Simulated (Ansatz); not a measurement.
Ti₄AlN₃ (space group P6_3/mmc)

Space group P6₃/mmc (No. 194); a = 2.9626 Å, b = 2.9626 Å, c = 23.2639 Å, α = 90.00°, β = 90.00°, γ = 120.00°

| atom | site | symmetry | x | y | z |
|---|---|---|---|---|---|
| Ti | 4f | 3m. | 0.3333 | 0.6667 | 0.0537 |
| Ti | 4e | 3m. | 0.0000 | 0.0000 | 0.1540 |
| Al | 2c | -6m2 | 0.3333 | 0.6667 | 0.2500 |
| N | 4f | 3m. | 0.6667 | 0.3333 | 0.1054 |
| N | 2a | -3m. | 0.0000 | 0.0000 | 0.0000 |

The volume is varied about the relaxed value V₀ at fixed cell shape. The atoms relax within the cell's symmetry.

All values below come from PBEsol (plane waves to 420 eV, PAW, scalar-relativistic; Ansatz, a first-principles code). k mesh 14×14×2 (Γ-centred), Fermi-Dirac smearing 0.05 eV. The energy includes the smearing's −TS. With the shape held, the modulus is that of even scaling; a crystal free to change shape is softer. At this level the bands of Ti4AlN3 touch or barely overlap. Ti4AlN3 is run without spin polarisation. Ti4AlN3 was relaxed with its symmetry unable to fall. The zero of ΔE is the relaxed starting cell.

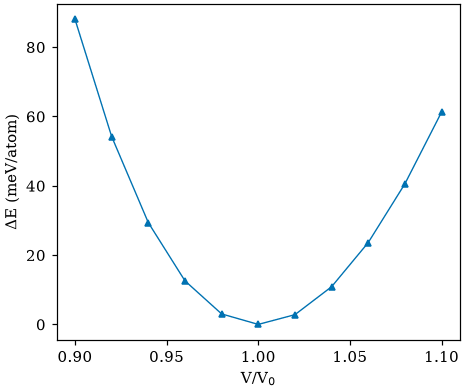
ΔE (meV/atom) against V/V₀; one marker a computed point.

Task: What is ΔE at V/V₀ = 0.900?

Result: About 88 meV/atom.

Task: What is ΔE at V/V₀ = 1.100?

Result: About 61 meV/atom.

Task: What bulk modulus at fixed cell shape B₀ follows from a third-order Birch-Murnaghan fit?

Result: About 210 GPa.

(Under strain, the slope of the energy per volume gives the stress and its curvature an elastic modulus.)
